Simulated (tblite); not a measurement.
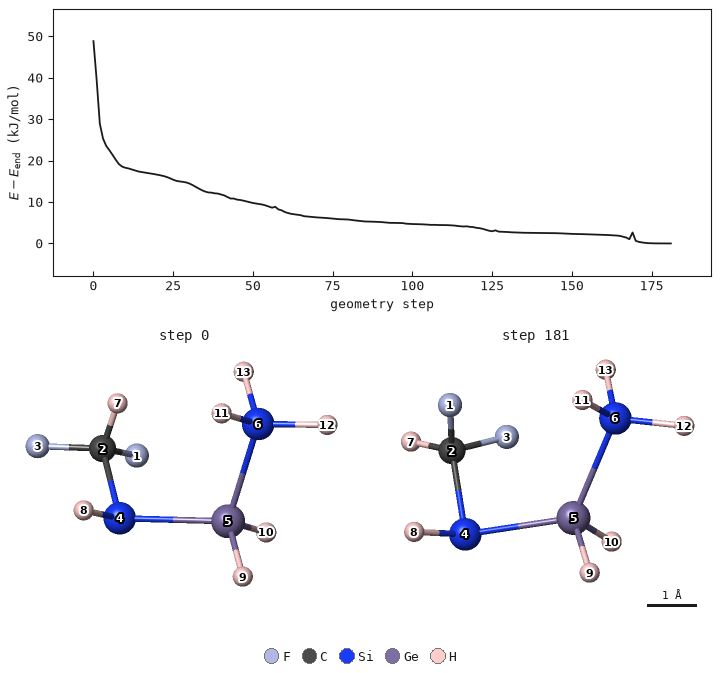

First and last geometry of a relaxation of CH$_{7}$F$_{2}$GeSi$_{2}$ (multiplicity 2), with the history of the run. A ball-and-stick model, seen at a tilt.

These are results of GFN2-xTB geometry optimisation, gas phase (tblite), not measurements. 

Q: Read the history and describe the run.

A: It converged. The energy falls by 48.9 kJ/mol in 181 geometry steps. The atom that moves furthest after the best rigid fit is F1 (2.67 Å). Largest moves by element: F 2.67 Å, H 1.77 Å, Si 0.38 Å, C 0.18 Å, Ge 0.16 Å. Among the contacts that change: C2–Si4 1.866 → 1.952 Å, Ge5–Si6 2.306 → 2.364 Å, Si4–Ge5 2.306 → 2.353 Å, Ge5–H10 1.553 → 1.522 Å. Bond angles that change, for instance: Si4–Ge5–Si6 108.9° → 124.1°, C2–Si4–Ge5 109.5° → 96.8°, Si4–C2–H7 109.0° → 121.5°. Groups turn about C2–Si4 by about 135°.

```csv
step,"E − E(0), kJ/mol"
0,0.00
1,-9.33
2,-19.96
3,-23.53
4,-25.30
5,-26.35
6,-27.48
7,-28.65
8,-29.70
9,-30.30
10,-30.57
19,-32.10
28,-33.97
37,-36.58
46,-38.35
55,-39.94
64,-41.93
73,-42.71
82,-43.29
91,-43.74
100,-44.16
109,-44.40
118,-44.84
127,-45.99
136,-46.29
145,-46.37
154,-46.62
163,-46.87
172,-48.61
181,-48.85
```
